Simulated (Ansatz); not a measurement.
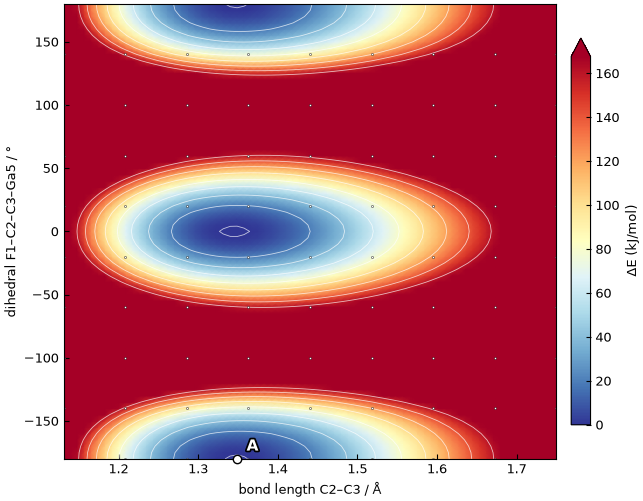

C2H3F2Ga, SMILES FC=[C](F)[GaH2]. The first coordinate is: bond length C2–C3; the second: dihedral F1–C2–C3–Ga5. Nothing is relaxed (all other coordinates rigid). The scan uses a 9 × 9 grid. Points are written as (first, second). Energies: kJ/mol, counted from the lowest grid point. The dihedral twists a double bond; near 90° a spin-restricted reference is unreliable. These are results of Ansatz, RKS r2SCAN-D4/def2-SVP, not measurements.

In the figure: a smooth colour map with a few white contour lines, dots at the grid points, one colour for all values above the top of the scale, the well A. Between grid points the surface is interpolated.

Estimate the position of the minimum and the force constants in these coordinates. Take the well at A.

The interpolated minimum is at bond length C2–C3 ≈ 1.349 Å, dihedral F1–C2–C3–Ga5 ≈ −180°. The curvatures there are about 57 eV/Å² and 1.9 eV/rad², with a cross term of about 0 eV/(Å·rad). Round the minimum the two coordinates are nearly uncoupled. (1 eV is 96.5 kJ/mol.)
